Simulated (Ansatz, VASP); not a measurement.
## Te in two plane-wave programs

Wanted: the spread between two codes on one cell, functional and k mesh.

Program: Ansatz 0.2.0. Level of theory: plane waves, with VASP 6.6.1 beside it; zone-centre phonons at LDA and relaxation of cell and atoms at PBEsol. Results are calculated unless marked as measured.

### Step 1. Starting point

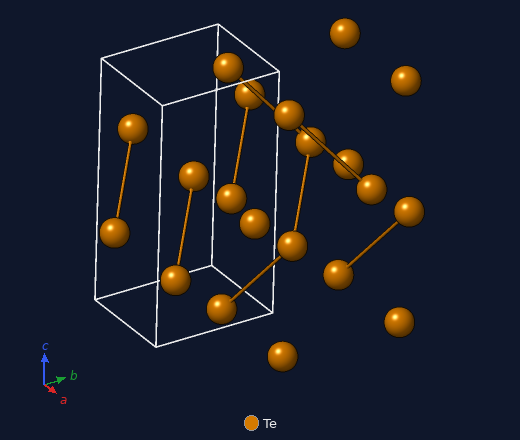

The starting structure, seen slightly off an axis (tellurium orange). 2×2×1 cells are drawn. Bonds to atoms that aren't drawn are left out. Some periodic images of atoms are drawn too.

### Step 2. Ansatz: zone-centre phonons, LDA

Ansatz runs on its default PAW (the set named soft_2) files.

Second derivatives magnify differences that forces hide, and they need a tight electronic threshold.

Input file input.yaml:

```yaml
crystal:
  lattice:
    - [4.2762251308, 0.0, 0.0]
    - [-2.1381125653, 3.7033195955, 0.0]
    - [0.0, 0.0, 5.9335485768]
  atoms:
    - { symbol: Te, position: [0.7126492623, 0.7126492623, 0.0] }
    - { symbol: Te, position: [0.0, 0.2873507377, 0.6666666667] }
    - { symbol: Te, position: [0.2873507377, 0.0, 0.3333333333] }
hamiltonian:
  xc: lda
  pseudopotentials: { kind: paw }
kpoints:
  mp_grid: { grid: [8, 8, 6] }
scf:
  occupations: { method: fixed }
phonons:
  method: dfpt
  qpoints: [[0, 0, 0]]
  dielectric: true
  rigid_motions: translations
```

The run is started by

```bash
$ ansatz run input.yaml --threads 4 --pin off --max-ram 9216MiB --backend cpu --events-out ev --progress --plain --runs-dir out
```

Numbers of over 12 decimals in the logs are rounded to 6 here.

The log of the run:

```text
Engine: ansatz 0.2.0, aarch64-unknown-linux-gnu
Pseudopotentials: kind: paw
Pseudopotential: Te, paw, valence charge 16, recommended cutoff 420 eV (normal), Te.paw.azcp
Functional definition: SPW92
  exchange = slater_x
  correlation = pw_c
Crystal: 3 atoms, lattice volume = 93.965 Å³
Basis set: ecut = 420 eV, 1837 PW (Γ), exchange–correlation on 60×60×96 points (8 copies of the dense FFT grid, shifted against one another)
Bands: 29, of which v1, the nominal top of the filled ones, is band 24 counted from 1 (23 counted from 0)
Symmetry: 6 space group operations
k-points: 196 of 384 (irreducible under 1 space group operation, time reversal used)
Non-local potential: Te, projectors of the file, l = 0: 2, l = 1: 2, l = 2: 2, l = 3: 2
PAW form: soft (Blöchl's): semilocal exchange-correlation on the pseudo side does not see the compensation charge
PAW frozen core: Te, regenerated for the run's functional, and the local potential with it (the file was generated under x = pbe(κ = 0.804, μ = 0.219515), c = pbe(β = 0.066725))
PAW one-centre angular grid: Te, 590 points (default); XC on 64 Gauss nodes
Initial density: superposition of atomic densities (neutral atoms: chi_scale 0, normalization atom), corrected by the library's trained network
Initial wavefunctions: pseudopotential atomic-orbital guess
Functional: x = slater, c = lda
SCF iter   1: F=—  HF=-20481.600928 eV  |F-HF|=—  |Δ(HF+E_count)|=         —  Δρ=4.66e-3  dr2=8.41e-3  ethr=1.77e-3  ⟨swp⟩=5.0  Hψ=20421  notcnv=0  defer=544
preconditioner: auto → Resta (q_TF=auto, 2.439 Å⁻¹)  ε∞=4.4  [insulator: Δε(μ)=0.295 eV  Ē_g=8.795 eV  n_scr=22 (ndim 8)  ℏωp=16.3 eV  f_vac=0.012  ε∞_Penn≈4.4]
SCF iter   2: F=—  HF=-20481.594950 eV  |F-HF|=—  |Δ(HF+E_count)|=   5.98e-3  Δρ=2.49e-3  dr2=2.67e-3  ethr=1.75e-5  ⟨swp⟩=2.0  Hψ=9224  notcnv=0  defer=587
SCF iter   3: F=—  HF=-20481.593872 eV  |F-HF|=—  |Δ(HF+E_count)|=   1.08e-3  Δρ=2.75e-4  dr2=8.75e-5  ethr=5.56e-6  ⟨swp⟩=3.0  Hψ=10586  notcnv=0  defer=587
SCF iter   4: F=—  HF=-20481.593830 eV  |F-HF|=—  |Δ(HF+E_count)|=   4.25e-5  Δρ=8.56e-5  dr2=4.42e-6  ethr=1.82e-7  ⟨swp⟩=2.0  Hψ=10192  notcnv=0  defer=585
SCF iter   5: F=—  HF=-20481.593823 eV  |F-HF|=—  |Δ(HF+E_count)|=   6.59e-6  Δρ=1.26e-5  dr2=1.21e-7  ethr=9.21e-9  ⟨swp⟩=2.0  Hψ=10192  notcnv=0  defer=491
SCF iter   6: F=—  HF=-20481.593823 eV  |F-HF|=—  |Δ(HF+E_count)|=   5.28e-8  Δρ=4.28e-6  dr2=1.17e-8  ethr=2.52e-10  ⟨swp⟩=2.0  Hψ=10189  notcnv=0  defer=493
SCF iter   7: F=—  HF=-20481.593823 eV  |F-HF|=—  |Δ(HF+E_count)|=   4.13e-9  Δρ=8.70e-7  dr2=6.34e-10  ethr=2.43e-11  ⟨swp⟩=2.0  Hψ=10192  notcnv=0  defer=494
SCF iter   8: F=-20481.593823 eV  HF=-20481.593823 eV  |F-HF|=7.28e-12  |Δ(HF+E_count)|=  2.11e-10  Δρ=1.04e-7  dr2=1.11e-11  ethr=1.00e-12  ⟨swp⟩=13.9  Hψ=39457  notcnv=0
SCF 1 converged in 8 iterations: F = -20481.593823 eV  dr2 = 1.11e-11
[...]
NSCF: frozen V_eff on 107 k-points
Step failed. What follows is not a result of the run: it is the report of the last solve that finished, which converged after 8 SCF iterations.
Free energy (F): -20481.593823 eV
Harris-Foulkes:  -20481.593823 eV  (|F-HF|=7.28e-12)
Internal energy: -20481.593823 eV  (E = F + TS)
E sigma→0 (E₀):  -20481.593823 eV
Fermi energy:    9.646985 eV
--- Per-component energies (eV) ---
  E_band       = -757.133220
  E_kinetic    = 545.617235
  E_local      = -3577.283742  (includes V_loc(G=0)·N_el)
  E_nonlocal   = -914.826102
  E_hartree    = 2325.161951
  E_xc         = -372.247727
  E_vxc        = -315.336106  (∫ρ·V_xc dr)
  E_paw        = -13528.824008  (= ΣΔE_a)
  E_vpaw       = -1145.627927  (= ΣTr[D̂ρ^β])
  E_aug_tail   = -0.000590  (compensation charges beyond the density's cutoff)
  E_ewald      = -4961.226824
  E_core_change = 2.035984  (= ΣΔE_core)
  E_smearing   = -0.000000  (= −TS)
  E_closure    = 0.000000  (closes the sum)
  Σ components = -20481.593823   (vs F -20481.593823, Δ=0.00e0)
--- Band table (eV; the first three rows and the last of 196) ---
  k-point 0: bands = [... 20 lower, 7.1444, 7.9228, 7.9228, 8.5326, 10.7472, 10.7472, 11.4350, 14.5917, ... 1 higher]
  k-point 1: bands = [... 20 lower, 7.2593, 8.0472, 8.2261, 8.5895, 10.5070, 10.5480, 11.1395, 13.9763, ... 1 higher]
  k-point 2: bands = [... 20 lower, 7.1693, 8.3253, 8.6955, 8.7521, 10.0810, 10.1505, 10.5241, 13.5366, ... 1 higher]
  k-point 195: bands = [... 20 lower, 6.0453, 6.8886, 7.1417, 9.4018, 10.0325, 11.8024, 12.4285, 13.9371, ... 1 higher]
End of that report.
Error: ε∞ and Z* need a gap, but bands filled by count overlap by 0.000000 eV on the k mesh, or with points off the mesh included. The figure reads 0.000000 also where such a point narrows the gap to 0.001 eV or less. If this mesh's own density or exchange is what closes the gap, use a denser `kpoints.mp_grid`. A phonon run with neither `phonons.dielectric: true` nor `phonons.dynamical_quadrupoles: true` can take another functional's tensors in `phonons.non_analytic_term`, where the input allows that key. Under `scf.occupations.method: fixed` the tensors of the counted bands are given, unless the bands meet at a point or the displacements are in a larger cell than the response's
```

Wall time 17 s (4 threads of Arm Neoverse V1, shared host); peak memory 0.64 GiB.

### Step 3. VASP: zone-centre phonons, LDA

The same cell, functional (in two slightly different forms) and mesh now go to VASP, with its own data sets and cutoff.

Lines of VASP's logs that name or quote its potential files are left out, and so is its time.

Input file INCAR:

```
SYSTEM = Te
PREC = Accurate
ENCUT = 450
EDIFF = 1E-08
NELM = 100
ISMEAR = 0
SIGMA = 0.03
LREAL = .FALSE.
ALGO = Normal
GGA = CA
NBANDS = 15
LORBIT = 11
LWAVE = .FALSE.
LCHARG = .FALSE.
KPAR = 4
IBRION = 8
LEPSILON = .TRUE.
LPEAD = .TRUE.
ISIF = 2
```

Input file POSCAR:

```
Te
1.0
    4.2762251308      0.0000000000      0.0000000000
   -2.1381125653      3.7033195955      0.0000000000
    0.0000000000      0.0000000000      5.9335485768
Te
3
Direct
    0.7126492623      0.7126492623      0.0000000000
    0.0000000000      0.2873507377      0.6666666667
    0.2873507377      0.0000000000      0.3333333333
```

Input file KPOINTS:

```
Automatic mesh
0
Gamma
8 8 6
0 0 0
```

PAW data sets: Te (LDA family, release 64).

The run is started by

```bash
$ mpirun -np 4 vasp_std
```

The log of the run:

```text
[banner, memory and clock lines left out]
running    4 mpi-ranks, on    1 nodes
 distrk:  each k-point on    1 cores,    4 groups
 distr:  one band on    1 cores,    1 groups

 POSCAR found type information on POSCAR Te
 POSCAR found :  1 types and       3 ions
 LDA part: xc-table for (Slater(with rela. corr.)+CA(PZ))
 , standard interpolation
 POSCAR, INCAR and KPOINTS ok, starting setup
 FFT: planning ... GRIDC
 FFT: planning ... GRID_SOFT
 FFT: planning ... GRID
 WAVECAR not read
 entering main loop
       N       E                     dE             d eps       ncg     rms          rms(c)
DAV:   1     0.668886734626E+02    0.66889E+02   -0.59820E+03  1500   0.857E+02
DAV:   2    -0.705024811926E+01   -0.73939E+02   -0.70218E+02  2021   0.136E+02
DAV:   3    -0.113685569133E+02   -0.43183E+01   -0.42864E+01  1801   0.375E+01
DAV:   4    -0.114449837154E+02   -0.76427E-01   -0.76413E-01  2297   0.588E+00
DAV:   5    -0.114456951301E+02   -0.71141E-03   -0.71141E-03  1921   0.481E-01    0.135E+01
DAV:   6    -0.114217052241E+02    0.23990E-01   -0.12074E-02  1948   0.643E-01    0.838E+00
DAV:   7    -0.114125265739E+02    0.91787E-02   -0.25473E-02  1696   0.902E-01    0.251E-01
DAV:   8    -0.114121000848E+02    0.42649E-03   -0.40166E-03  1696   0.370E-01    0.131E-01
DAV:   9    -0.114121107559E+02   -0.10671E-04   -0.11384E-04  2105   0.752E-02    0.701E-02
DAV:  10    -0.114121056784E+02    0.50775E-05   -0.13433E-05  1843   0.225E-02    0.827E-03
DAV:  11    -0.114121053511E+02    0.32728E-06   -0.19945E-06  1969   0.881E-03    0.334E-03
DAV:  12    -0.114121053518E+02   -0.72043E-09   -0.31184E-07  1822   0.314E-03    0.182E-03
DAV:  13    -0.114121053552E+02   -0.34273E-08   -0.21294E-08  1570   0.873E-04
   1 F= -.11412105E+02 E0= -.11412105E+02  d E =-.105105E-10
 Linear response reoptimize wavefunctions to high precision
DAV:   1    -0.114121053551E+02    0.15893E-09   -0.65179E-09  1864   0.516E-04
DAV:   2    -0.114121053551E+02   -0.44906E-10   -0.90854E-10  1079   0.190E-04
 Linear response to external field (no local field effect), progress :
  Direction:   1
       N       E                     dE             d eps       ncg     rms          rms(c)
RMM:   1    -0.164091816801E+02   -0.16409E+02   -0.12686E+02  1604   0.725E+00
RMM:   2    -0.178254365091E+02   -0.14163E+01   -0.15008E-01  1350   0.159E+00
RMM:   3    -0.178312989862E+02   -0.58625E-02   -0.38597E-03  1350   0.249E-01
RMM:   4    -0.178314178194E+02   -0.11883E-03   -0.12158E-04  1350   0.384E-02
RMM:   5    -0.178314208048E+02   -0.29854E-05   -0.34120E-06  1350   0.809E-03
RMM:   6    -0.178314209488E+02   -0.14404E-06    0.49219E-07  1346   0.150E-03
RMM:   7    -0.178314209481E+02    0.74467E-09    0.54795E-06  1223   0.346E-04
RMM:   8    -0.178314209345E+02    0.13609E-07    0.79934E-06   466   0.825E-05
RMM:   9    -0.178314209300E+02    0.45118E-08    0.18254E-06   139   0.476E-05
RMM:  10    -0.178314209299E+02    0.82476E-10    0.11082E-06    57   0.430E-05
RMM:  11    -0.178314209292E+02    0.68169E-09   -0.11482E-07    46   0.427E-05
RMM:  12    -0.178314209292E+02    0.30763E-10   -0.10592E-07    46   0.427E-05
RMM:  13    -0.178314209292E+02    0.57163E-11   -0.10651E-07    46   0.427E-05
 change of polarisation eV/A/(eV/A) component  1 :    35.663    -5.658    12.607
 dielectric tensor                  component  1 :    69.678   -10.895    24.278
 Linear response to external field (no local field effect), progress :
  Direction:   2
       N       E                     dE             d eps       ncg     rms          rms(c)
RMM:   1    -0.210804418046E+02   -0.21080E+02   -0.16880E+02  1625   0.760E+00
RMM:   2    -0.251183006967E+02   -0.40379E+01   -0.19951E-01  1350   0.171E+00
RMM:   3    -0.251308302620E+02   -0.12530E-01   -0.54395E-03  1350   0.267E-01
RMM:   4    -0.251310065163E+02   -0.17625E-03   -0.14303E-04  1350   0.403E-02
RMM:   5    -0.251310121130E+02   -0.55968E-05    0.26322E-06  1350   0.845E-03
RMM:   6    -0.251310129210E+02   -0.80795E-06    0.46663E-07  1345   0.154E-03
RMM:   7    -0.251310129501E+02   -0.29094E-07   -0.18620E-06  1215   0.360E-04
RMM:   8    -0.251310130560E+02   -0.10591E-06   -0.12761E-05   456   0.862E-05
RMM:   9    -0.251310129982E+02    0.57827E-07    0.20843E-06   130   0.494E-05
RMM:  10    -0.251310129813E+02    0.16876E-07    0.43568E-07    53   0.455E-05
RMM:  11    -0.251310129812E+02    0.11845E-09    0.30125E-07    47   0.453E-05
RMM:  12    -0.251310129812E+02   -0.13330E-10    0.27989E-07    46   0.453E-05
 change of polarisation eV/A/(eV/A) component  2 :    -5.644    50.262   -20.635
 dielectric tensor                  component  2 :   -10.868    97.792   -39.738
 Linear response to external field (no local field effect), progress :
  Direction:   3
       N       E                     dE             d eps       ncg     rms          rms(c)
RMM:   1    -0.309927219757E+02   -0.30993E+02   -0.25312E+02  1631   0.831E+00
RMM:   2    -0.344554054438E+02   -0.34627E+01   -0.26050E-01  1350   0.189E+00
RMM:   3    -0.344698930488E+02   -0.14488E-01   -0.79429E-03  1350   0.304E-01
RMM:   4    -0.344700604873E+02   -0.16744E-03   -0.29901E-04  1350   0.465E-02
RMM:   5    -0.344700583479E+02    0.21395E-05   -0.17122E-05  1350   0.987E-03
RMM:   6    -0.344700576678E+02    0.68008E-06   -0.62909E-07  1339   0.176E-03
[...]
RMM:  14    -0.193413696723E+02    0.62930E-06   -0.67451E-07  1623   0.491E-05    0.478E-06
 change of polarisation eV/A/(eV/A) component  1 :    37.406    -0.182     6.711
 dielectric tensor                  component  1 :    73.034    -0.350    12.924
 Linear response to external field, progress :
  Direction:   2
       N       E                     dE             d eps       ncg     rms          rms(c)
RMM:   1    -0.187144039984E+02   -0.18714E+02   -0.14757E+02  6298   0.742E+00
RMM:   2    -0.214528598591E+02   -0.27385E+01   -0.18068E-01  5293   0.165E+00    0.173E+01
RMM:   3    -0.200491122812E+02    0.14037E+01   -0.25275E+00 13126   0.579E+00    0.120E+01
RMM:   4    -0.201382827982E+02   -0.89171E-01   -0.10084E-01  9419   0.149E+00    0.583E+00
RMM:   5    -0.204125938172E+02   -0.27431E+00   -0.43001E-02  9407   0.108E+00    0.306E-01
RMM:   6    -0.204218494768E+02   -0.92557E-02   -0.32389E-03  9702   0.272E-01    0.120E-01
RMM:   7    -0.204194977854E+02    0.23517E-02   -0.57064E-04 10052   0.551E-02    0.388E-02
RMM:   8    -0.204242913375E+02   -0.47936E-02   -0.25139E-04  9836   0.236E-02    0.652E-03
RMM:   9    -0.204248491640E+02   -0.55783E-03   -0.17782E-04 10313   0.520E-03    0.247E-03
RMM:  10    -0.204252216177E+02   -0.37245E-03   -0.63893E-06 10280   0.180E-03    0.545E-04
RMM:  11    -0.204252603109E+02   -0.38693E-04   -0.13213E-05 10646   0.507E-04    0.268E-04
RMM:  12    -0.204252680809E+02   -0.77701E-05   -0.26510E-06 10288   0.184E-04    0.721E-05
RMM:  13    -0.204252653540E+02    0.27270E-05   -0.10630E-06  6522   0.635E-05    0.313E-05
RMM:  14    -0.204252649801E+02    0.37390E-06   -0.13841E-07  2835   0.486E-05    0.584E-06
 change of polarisation eV/A/(eV/A) component  2 :     2.190    39.494     0.031
 dielectric tensor                  component  2 :     4.217    77.056     0.060
 Linear response to external field, progress :
  Direction:   3
       N       E                     dE             d eps       ncg     rms          rms(c)
RMM:   1    -0.309926602230E+02   -0.30993E+02   -0.25312E+02  2215   0.831E+00
RMM:   2    -0.344553967831E+02   -0.34627E+01   -0.26040E-01  1836   0.189E+00    0.771E+00
RMM:   3    -0.337699455683E+02    0.68545E+00   -0.48824E-01  3060   0.349E+00    0.418E+00
RMM:   4    -0.343254962620E+02   -0.55555E+00   -0.50956E-01  4112   0.357E+00    0.563E-01
RMM:   5    -0.344214094210E+02   -0.95913E-01   -0.20408E-02  3252   0.848E-01    0.342E-01
RMM:   6    -0.344642628279E+02   -0.42853E-01   -0.11464E-03  3354   0.184E-01    0.193E-01
RMM:   7    -0.344705878125E+02   -0.63250E-02   -0.17357E-04  3501   0.457E-02    0.828E-02
RMM:   8    -0.344738169617E+02   -0.32291E-02   -0.66250E-05  3558   0.146E-02    0.282E-02
RMM:   9    -0.344740674455E+02   -0.25048E-03   -0.15442E-04  3571   0.414E-03    0.515E-03
RMM:  10    -0.344741736950E+02   -0.10625E-03   -0.55919E-05  3650   0.156E-03    0.313E-03
RMM:  11    -0.344741832279E+02   -0.95329E-05   -0.24422E-05  3635   0.403E-04    0.361E-04
RMM:  12    -0.344741874916E+02   -0.42637E-05   -0.13421E-05  3540   0.176E-04    0.179E-04
RMM:  13    -0.344741873023E+02    0.18930E-06   -0.79740E-06  2153   0.598E-05    0.134E-05
RMM:  14    -0.344741876998E+02   -0.39750E-06    0.30160E-07   963   0.456E-05    0.134E-05
RMM:  15    -0.344741881991E+02   -0.49930E-06    0.26632E-07   825   0.458E-05    0.971E-07
 change of polarisation eV/A/(eV/A) component  3 :     6.682    -8.101    66.459
 dielectric tensor                  component  3 :    12.869   -15.600   128.983
 Linear response DOF=           2
 Linear response progress:
  Degree of freedom:   1/  2
       N       E                     dE             d eps       ncg     rms          rms(c)
RMM:   1    -0.478530163690E-01   -0.47853E-01    0.29021E-02 13584   0.106E+00
RMM:   2    -0.462778212622E-01    0.15752E-02   -0.24269E-03  9225   0.282E-01    0.819E-02
RMM:   3    -0.461663956512E-01    0.11143E-03   -0.10214E-04  9735   0.617E-02    0.552E-02
RMM:   4    -0.460892082951E-01    0.77187E-04   -0.30695E-05  9951   0.266E-02    0.149E-02
RMM:   5    -0.460911650336E-01   -0.19567E-05   -0.91133E-07 10039   0.610E-03    0.745E-03
RMM:   6    -0.460983888893E-01   -0.72239E-05   -0.23846E-07  9881   0.227E-03    0.876E-04
RMM:   7    -0.460981799842E-01    0.20891E-06   -0.47170E-08 10241   0.561E-04    0.511E-04
RMM:   8    -0.460976213968E-01    0.55859E-06   -0.16094E-07 10273   0.207E-04    0.129E-04
RMM:   9    -0.460976811668E-01   -0.59770E-07   -0.25996E-08 10501   0.478E-05    0.589E-05
RMM:  10    -0.460976928653E-01   -0.11699E-07   -0.69934E-09 10369   0.204E-05    0.148E-05
RMM:  11    -0.460977051879E-01   -0.12323E-07   -0.49036E-09 10310   0.980E-06    0.873E-06
RMM:  12    -0.460977013518E-01    0.38361E-08    0.42986E-09  9653   0.400E-06    0.150E-06
 first order change of Fermi-energy   0.16511E+00
 force on displaced ion       1 direction 1 :  -2.366  -0.092  -0.313
 Born effective charge ion    1 direction 1 :  -2.033   3.310   4.652
 Linear response progress:
  Degree of freedom:   2/  2
       N       E                     dE             d eps       ncg     rms          rms(c)
RMM:   1    -0.590511882623E-01   -0.59051E-01    0.41457E-02 14319   0.108E+00
RMM:   2    -0.559686567145E-01    0.30825E-02   -0.29544E-03  9276   0.308E-01    0.252E-01
RMM:   3    -0.557011488055E-01    0.26751E-03   -0.54437E-04  9659   0.979E-02    0.172E-01
RMM:   4    -0.556571969788E-01    0.43952E-04   -0.14346E-05  9792   0.254E-02    0.869E-02
RMM:   5    -0.556437387116E-01    0.13458E-04   -0.76576E-06 10041   0.136E-02    0.398E-03
RMM:   6    -0.556466458541E-01   -0.29071E-05    0.58609E-07 10078   0.310E-03    0.263E-03
RMM:   7    -0.556490643430E-01   -0.24185E-05    0.24460E-07 10189   0.113E-03    0.484E-04
RMM:   8    -0.556489294199E-01    0.13492E-06   -0.13780E-07 10312   0.312E-04    0.232E-04
RMM:   9    -0.556490433502E-01   -0.11393E-06   -0.22640E-08 10372   0.903E-05    0.556E-05
RMM:  10    -0.556491115340E-01   -0.68184E-07   -0.34384E-08 10507   0.296E-05    0.147E-05
RMM:  11    -0.556491296357E-01   -0.18102E-07    0.10113E-08 10572   0.951E-06    0.269E-06
RMM:  12    -0.556491281080E-01    0.15277E-08    0.37536E-09 10092   0.426E-06    0.720E-07
 first order change of Fermi-energy  -0.14252E-04
 force on displaced ion       1 direction 3 :  -0.310   0.182  -4.921
 Born effective charge ion    1 direction 3 :   3.994  -2.164  -0.009
 Born effective charges drift removed
 Linear response finished
```

(Continued in part 2 of 2.)

[Lines on the potential files, build, host, timing and source positions are cut from VASP's logs without a mark.]

[Logs are printed without paths, hosts, clocks, repeated set-up lines and the standing remarks that a program may print on its own settings, such as how far it seeks lower states.]

[Hosts, paths, dates, database ids (printed as entryN), source tags and the programs' standing remarks are cut or masked in the printed files.]
